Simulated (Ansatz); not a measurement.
# PBE/cc-pVDZ run of C2H5NSi (SMILES C[SiH2]C#N)

What is the electronic atomisation energy of C2H5NSi at PBE/cc-pVDZ? 

The results are computed with Ansatz 0.2.0.

59 further runs of the same task are left out: 1 that didn't finish, 58 set aside as unsound or not needed.

**1. Starting point**

C2H5NSi: 9 atoms, total charge 0, spin state singlet. SMILES: `C[SiH2]C#N`. The coordinates come from a PBE0-D4/def2-TZVP relaxation.

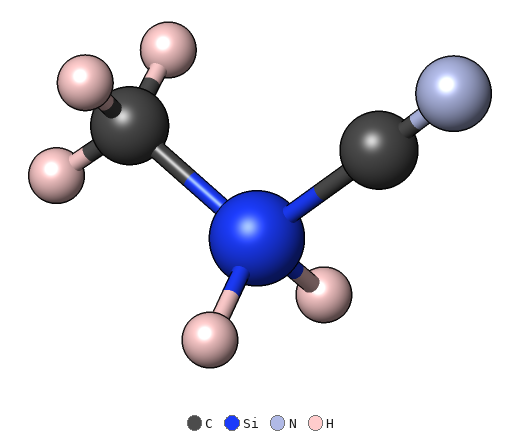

Viewed from a chosen angle; carbon dark grey, silicon blue, nitrogen light blue, hydrogen pink.

**2. A single-point energy at PBE/cc-pVDZ**

Input file run.yaml:

```yaml
crystal:
  periodic: [false, false, false]
  atoms:
    - {symbol: C, position_ang: [-0.672000, 0.931100, -0.497500]}
    - {symbol: Si, position_ang: [-0.146800, -0.554600, 0.488300]}
    - {symbol: C, position_ang: [1.638300, -0.910100, 0.129800]}
    - {symbol: "N", position_ang: [2.747300, -1.112400, -0.107600]}
    - {symbol: H, position_ang: [-0.554100, 0.746100, -1.566800]}
    - {symbol: H, position_ang: [-0.072800, 1.803400, -0.229800]}
    - {symbol: H, position_ang: [-1.721900, 1.160400, -0.300900]}
    - {symbol: H, position_ang: [-0.893300, -1.779400, 0.117000]}
    - {symbol: H, position_ang: [-0.236400, -0.330800, 1.950300]}
basis:
  gaussian:
    orbitals: cc-pVDZ
total_charge: 0
hamiltonian:
  xc: {name: PBE}
accuracy: high
output: {orbitals: {seedname: orbitals}}
```

Started as:

```bash
ansatz run run.yaml --threads 1 --pin off --max-ram 3480MiB --events-out events.jsonl --progress --plain --runs-dir runs
```

Output:

```text
Warning: RAYON_NUM_THREADS=1 ignored (pool sized by the plan → 1); use --threads N
Functional definition: PBE
  name "PBE"
  parameter kappa = 0.804
  parameter beta = 0.06672455060314922
  exchange = pbe_x(kappa = kappa, mu = beta*pi^2/3)
  correlation = pbe_c(beta = beta)
1991 factors; integrals over basis functions are off by at most 3.9e-9 eV
mean field evaluation 1: about -11504.9747 eV, gradient 6.1e1 eV
mean field evaluation 2: about -11488.4829 eV, gradient 9.7e1 eV
mean field evaluation 4: about -11513.9123 eV, gradient 6.6e0 eV
mean field evaluation 8: about -11514.0272 eV, gradient 1.5e-1 eV
mean field evaluation 16: about -11514.0273 eV, gradient 1.3e-6 eV
mean field -11514.02727302 eV, -423.1326977957 hartree, gradient 2.0e-8 eV, S^2 0.000000; 0 other end points of the search recorded, 0 dependent functions left out
reference -11514.02727619 eV, -423.1326979119 hartree; 19, 19 occupied and 66, 66 virtual orbitals, 1991 factors
Total energy: -11514.02727619 eV, -423.1326979119 hartree
```

Wall time 2 s (1 thread of AMD EPYC 9R45 (Zen 5), shared host); peak memory 0.23 GiB.

**3. The C atom**

Input file input.yaml:

```yaml
crystal:
  periodic: [false, false, false]
  atoms:
    - {symbol: C, position_ang: [0.000000, 0.000000, 0.000000]}
basis:
  gaussian:
    orbitals: cc-pVDZ
magnetization:
  spin_polarized: true
  initial_magnetization: 2
hamiltonian:
  xc: pbe
accuracy: high
```

Started as:

```bash
ansatz run input.yaml --threads 1 --pin off --max-ram 3480MiB --events-out events.jsonl --progress --plain --runs-dir runs
```

Output, cut to the lines that bear on the results:

```text
Warning: RAYON_NUM_THREADS=1 ignored (pool sized by the plan → 1); use --threads N
[... 6 set-up lines as earlier in the session ...]
96 factors; integrals over basis functions are off by at most 2.2e-9 eV
mean field evaluation 1: about -1028.1209 eV, gradient 4.7e0 eV
mean field evaluation 2: about -1028.2326 eV, gradient 2.5e0 eV
mean field evaluation 4: about -1028.2788 eV, gradient 2.2e-1 eV
mean field evaluation 8: about -1028.2785 eV, gradient 3.2e-5 eV
mean field evaluation 16: about -1028.1665 eV, gradient 4.1e0 eV
mean field evaluation 32: about -1028.2788 eV, gradient 6.0e-2 eV
mean field -1028.27851290 eV, -37.7885383569 hartree, gradient 1.1e-9 eV, S^2 2.001967; 2 other end points of the search recorded, 0 dependent functions left out
reference -1028.27851463 eV, -37.7885384204 hartree; 4, 2 occupied and 10, 12 virtual orbitals, 96 factors
Total energy: -1028.27851463 eV, -37.7885384204 hartree
```

Run time: 0.2 s. Hardware: 1 thread of AMD EPYC 9R45 (Zen 5), shared host.

**4. The H atom**

Input file input.yaml:

```yaml
crystal:
  periodic: [false, false, false]
  atoms:
    - symbol: H
      position_ang: [0.000000, 0.000000, 0.000000]
basis:
  gaussian:
    orbitals: cc-pVDZ
magnetization:
  spin_polarized: true
  initial_magnetization: 1
hamiltonian:
  xc: {name: PBE}
accuracy: high
```

Run the same way, it converges to -0.49863 Eh (log not shown).

**5. The N atom at the same level**

Input file molecule.yaml:

```yaml
basis:
  gaussian: {orbitals: cc-pVDZ}
crystal:
  periodic: [false, false, false]
  atoms:
    - symbol: "N"
      position_ang: [0.000000, 0.000000, 0.000000]
magnetization: {spin_polarized: true, initial_magnetization: 3}
hamiltonian: {xc: {name: PBE}}
accuracy: high
```

Started as:

```bash
ansatz run molecule.yaml --threads 1 --pin off --max-ram 3480MiB --events-out events.jsonl --progress --plain --runs-dir runs
```

Output, cut to the lines that bear on the results:

```text
Warning: RAYON_NUM_THREADS=1 ignored (pool sized by the plan → 1); use --threads N
[... 6 set-up lines as earlier in the session ...]
96 factors; integrals over basis functions are off by at most 2.2e-9 eV
mean field evaluation 1: about -1483.2883 eV, gradient 6.3e0 eV
mean field evaluation 2: about -1483.3814 eV, gradient 4.7e0 eV
mean field evaluation 4: about -1483.4889 eV, gradient 1.1e-2 eV
mean field evaluation 8: about -1483.4880 eV, gradient 3.0e-5 eV
mean field -1483.48804930 eV, -54.5171802673 hartree, gradient 8.6e-9 eV, S^2 3.751309; 0 other end points of the search recorded, 0 dependent functions left out
reference -1483.48805063 eV, -54.5171803162 hartree; 5, 2 occupied and 9, 12 virtual orbitals, 96 factors
Total energy: -1483.48805063 eV, -54.5171803162 hartree
```

Run time: 0.12 s. Hardware: 1 thread of AMD EPYC 9R45 (Zen 5), shared host.

**6. The Si atom**

Input file job.yaml:

```yaml
basis:
  gaussian:
    orbitals: cc-pVDZ
crystal:
  periodic: [false, false, false]
  atoms:
    - {symbol: Si, position_ang: [0.000000, 0.000000, 0.000000]}
magnetization:
  spin_polarized: true
  initial_magnetization: 2
hamiltonian:
  xc: {name: PBE}
accuracy: high
```

Started as:

```bash
ansatz run job.yaml --threads 1 --pin off --max-ram 3480MiB --events-out events.jsonl --progress --plain --runs-dir runs
```

Output, cut to the lines that bear on the results:

```text
Warning: RAYON_NUM_THREADS=1 ignored (pool sized by the plan → 1); use --threads N
[... 6 set-up lines as earlier in the session ...]
144 factors; integrals over basis functions are off by at most 3.2e-9 eV
mean field evaluation 1: about -7869.9757 eV, gradient 2.4e0 eV
mean field evaluation 2: about -7870.0463 eV, gradient 9.5e-1 eV
mean field evaluation 4: about -7870.0524 eV, gradient 1.8e-1 eV
mean field evaluation 8: about -7870.0527 eV, gradient 2.0e-4 eV
mean field evaluation 16: about -7869.9490 eV, gradient 2.7e0 eV
mean field evaluation 32: about -7870.0513 eV, gradient 2.4e-1 eV
mean field -7870.05274420 eV, -289.2191038359 hartree, gradient 5.7e-8 eV, S^2 2.003183; 3 other end points of the search recorded, 0 dependent functions left out
reference -7870.05274613 eV, -289.2191039068 hartree; 8, 6 occupied and 10, 12 virtual orbitals, 144 factors
Total energy: -7870.05274613 eV, -289.2191039068 hartree
```

Wall time 0.46 s (1 thread of AMD EPYC 9R45 (Zen 5), shared host).

**7. Summary of results**

At PBE/cc-pVDZ:

| quantity | value |
| --- | --- |
| molecule: total energy | -423.13270 Eh |
| molecule: HOMO energy | -7.99 eV |
| molecule: LUMO energy | -1.07 eV |
| molecule: HOMO–LUMO gap | 6.92 eV |
| C atom: total energy | -37.78854 Eh |
| C atom: ⟨S²⟩ | 2.002 |
| H atom: total energy | -0.49863 Eh |
| H atom: ⟨S²⟩ | 0.750 |
| N atom: total energy | -54.51718 Eh |
| N atom: ⟨S²⟩ | 3.751 |
| Si atom: total energy | -289.21910 Eh |
| Si atom: ⟨S²⟩ | 2.003 |
| electronic atomisation energy | 36.088 eV |

**Reading.** Taking the molecule apart into free atoms costs 36.09 eV (832 kcal/mol), before zero-point energy and without spin-orbit coupling.
